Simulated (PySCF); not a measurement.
# SnH4 (SMILES [SnH4]) at FCI/STO-6G

Aim: the vertical singlet–triplet gap of SnH4 at FCI/STO-6G, from 2 runs. 

Program for the calculation: PySCF 2.14.0.

3 further runs of the same task are left out: 3 set aside as unsound or not needed.

### 1 Starting point

SnH4: 5 atoms, total charge 0, spin state singlet. As SMILES, `[SnH4]`. The coordinates come from a PBE0-D4/def2-TZVP relaxation.

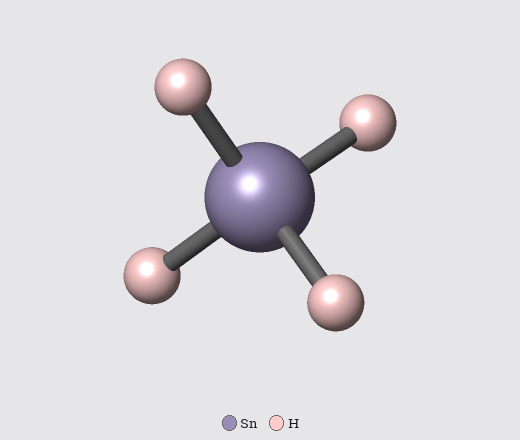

The structure, seen from a chosen angle (tin purple, hydrogen pink).

### 2 A single-point energy at FCI/STO-6G

The input, job.py:

```python
# [SnH4]
from pyscf import gto, mcscf
from pyscf import fci

mol = gto.M(
    atom='''
Sn     0.000057     0.000019     0.000076
H      1.556983    -1.612843     2.311022
H     -2.954795     0.762353     1.026386
H     -0.220739    -1.841746    -2.631425
H      1.618494     2.692179    -0.706077
''',
    verbose=4,
    spin=0,
    unit='bohr',
    basis='sto-6g',
    max_memory=1860,
)

myscf = mol.RHF()
myscf.conv_tol = 1e-10
myscf.kernel()
if not myscf.converged:
    myscf = myscf.newton().run(myscf.mo_coeff, myscf.mo_occ)

cas = mcscf.CASCI(myscf, myscf.mo_coeff.shape[-1] - 18, (mol.nelec[0] - 18, mol.nelec[1] - 18))  # full CI above the frozen core
cas.fcisolver = fci.direct_spin0.FCI(mol)  # even spin states alone
cas.kernel()
print('<S^2> = %.4f' % cas.fcisolver.spin_square(cas.ci, cas.ncas, cas.nelecas)[0])
e_final = cas.e_tot
print(f'total energy: {e_final:.8f} hartree')
```

The run is started by

```bash
OMP_NUM_THREADS=1 python job.py
```

Standard output:

```text
PySCF version 2.14.0

[INPUT] num. atoms = 5
[INPUT] num. electrons = 54
[INPUT] charge = 0
[INPUT] spin (= nelec alpha-beta = 2S) = 0
[INPUT] symmetry False subgroup None
[INPUT] Mole.unit = bohr
[INPUT] Symbol           X                Y                Z      unit          X                Y                Z       unit  Magmom
[INPUT]  1 Sn     0.000030163101   0.000010054367   0.000040217468 AA    0.000057000000   0.000019000000   0.000076000000 Bohr   0.0
[INPUT]  2 H      0.823919921390  -0.853479760392   1.222940176335 AA    1.556983000000  -1.612843000000   2.311022000000 Bohr   0.0
[INPUT]  3 H     -1.563610176940   0.403419834276   0.543140080807 AA   -2.954795000000   0.762353000000   1.026386000000 Bohr   0.0
[INPUT]  4 H     -0.116810048361  -0.974610011503  -1.392490142245 AA   -0.220739000000  -1.841746000000  -2.631425000000 Bohr   0.0
[INPUT]  5 H      0.856470140811   1.424639774517  -0.373639857555 AA    1.618494000000   2.692179000000  -0.706077000000 Bohr   0.0

nuclear repulsion = 63.2611113096957
number of shells = 15
number of NR pGTOs = 186
number of NR cGTOs = 31
basis = sto-6g
ecp = {}

******** <class 'pyscf.scf.hf.RHF'> ********
method = RHF
initial guess = minao
damping factor = 0
level_shift factor = 0
DIIS = <class 'pyscf.scf.diis.CDIIS'>
diis_start_cycle = 1
diis_space = 8
diis_damp = 0
SCF conv_tol = 1e-10
SCF conv_tol_grad = None
SCF max_cycles = 50
direct_scf = True
direct_scf_tol = 1e-13
Set gradient conv threshold to 1e-05
Initial guess from minao.
init E= -5981.75879955116
  HOMO = -0.632280877864124  LUMO = 0.0458487948376331  gap/eV = 18.45285
cycle= 1 E= -5996.62429704852  delta_E= -14.9  |g|= 0.331  |ddm|= 2.25
  HOMO = -0.364236572699169  LUMO = 0.475488977176099  gap/eV = 22.85010
cycle= 2 E= -5996.66879952286  delta_E= -0.0445  |g|= 0.0221  |ddm|= 0.616
  HOMO = -0.381524207899974  LUMO = 0.460108377302478  gap/eV = 22.90199
cycle= 3 E= -5996.66905355365  delta_E= -0.000254  |g|= 0.00281  |ddm|= 0.0461
  HOMO = -0.381730009041636  LUMO = 0.459857445379133  gap/eV = 22.90076
cycle= 4 E= -5996.66905819996  delta_E= -4.65e-06  |g|= 0.000231  |ddm|= 0.00658
  HOMO = -0.381717241599318  LUMO = 0.459905688362164  gap/eV = 22.90173
cycle= 5 E= -5996.66905823531  delta_E= -3.54e-08  |g|= 1.04e-05  |ddm|= 0.000613
  HOMO = -0.381714865179244  LUMO = 0.459907558518273  gap/eV = 22.90171
cycle= 6 E= -5996.66905823536  delta_E= -5.18e-11  |g|= 1.4e-06  |ddm|= 2.36e-05
  HOMO = -0.38171492107502  LUMO = 0.459907613364844  gap/eV = 22.90172
Extra cycle  E= -5996.66905823538  delta_E= -1.18e-11  |g|= 3.86e-07  |ddm|= 2.69e-06
converged SCF energy = -5996.66905823538

******** <class 'pyscf.mcscf.casci.CASCI'> ********
CAS (9e+9e, 13o), ncore = 18, nvir = 0
natorb = False
canonicalization = True
sorting_mo_energy = False
******** <class 'pyscf.fci.direct_spin0.FCISolver'> ********
max. cycles = 100
conv_tol = 1e-10
davidson only = False
linear dependence = 1e-14
level shift = 0.001
max iter space = 12
nroots = 1
pspace_size = 400
spin = None
Density matrix diagonal elements [1.99926805 1.99926829 1.99926835 1.99994965 1.99994965 1.9811362
 1.96770156 1.96769889 1.96769251 0.0272665  0.02725891 0.02725593
 0.03628551]
CASCI converged
CASCI E = -5996.73552066644  E(CI) = -89.8872253983209  S^2 = 0.0000000
<S^2> = 0.0000
total energy: -5996.73552067 hartree
```

Run time: 2.5 s. Hardware: 1 thread of AMD EPYC 9R45 (Zen 5), shared host; peak memory 0.22 GiB.

### 3 The triplet at the same level

The input, job.py:

```python
from pyscf import gto, mcscf

mol = gto.Mole()
mol.atom = '''
Sn     0.000057     0.000019     0.000076
H      1.556983    -1.612843     2.311022
H     -2.954795     0.762353     1.026386
H     -0.220739    -1.841746    -2.631425
H      1.618494     2.692179    -0.706077
'''
mol.basis = 'sto-6g'
mol.unit = 'bohr'
mol.max_memory = 1860
mol.verbose = 3
mol.spin = 2
mol.charge = 0
mol.build()

hf = mol.ROHF()
hf.conv_tol = 1e-10
hf.kernel()
if not hf.converged:
    hf = hf.newton().run(hf.mo_coeff, hf.mo_occ)

cas = mcscf.CASCI(hf, hf.mo_coeff.shape[-1] - 18, (mol.nelec[0] - 18, mol.nelec[1] - 18))  # full CI above the frozen core
cas.fix_spin_(ss=2.0)
cas.kernel()
etot = cas.e_tot
print('Final energy', etot)
```

The run is started by

```bash
OMP_NUM_THREADS=1 python job.py
```

Standard output:

```text
converged SCF energy = -5996.14850281462
CASCI E = -5996.35208483597  E(CI) = -89.5097161201602  S^2 = 2.0000000
Final energy -5996.3520848359685
```

Run time: 5.4 s. Hardware: 1 thread of AMD EPYC 9R45 (Zen 5), shared host; peak memory 0.2 GiB.

### 4 Results

At FCI/STO-6G, 18 core orbitals frozen:

| quantity | value |
| --- | --- |
| singlet: total energy | -5996.73552 Eh |
| singlet: dipole moment (Hartree–Fock density) | 0.00 D |
| singlet: HOMO energy (Hartree–Fock orbitals) | -10.39 eV |
| singlet: LUMO energy (Hartree–Fock orbitals) | 12.51 eV |
| singlet: HOMO–LUMO gap (Hartree–Fock orbitals) | 22.90 eV |
| singlet: correlation energy (18 core orbitals frozen) | -66.5 mEh |
| triplet: total energy | -5996.35208 Eh |
| triplet: dipole moment (Hartree–Fock density) | 0.00 D |
| triplet: correlation energy (18 core orbitals frozen) | -203.6 mEh |
| vertical energy of the triplet above the singlet | 10.434 eV |

**Reading.** At this shape the triplet lies 10.43 eV (241 kcal/mol) above the singlet. In a minimal basis such a difference can be off by several eV, whatever the method. Relativity is left out (singlet) although the molecule holds a heavy atom. Mulliken charges (triplet) of the mean-field density run from -0.13 on H4 to +0.51 on Sn1; they depend strongly on the basis. Relativity is left out (triplet) although the molecule holds a heavy atom.
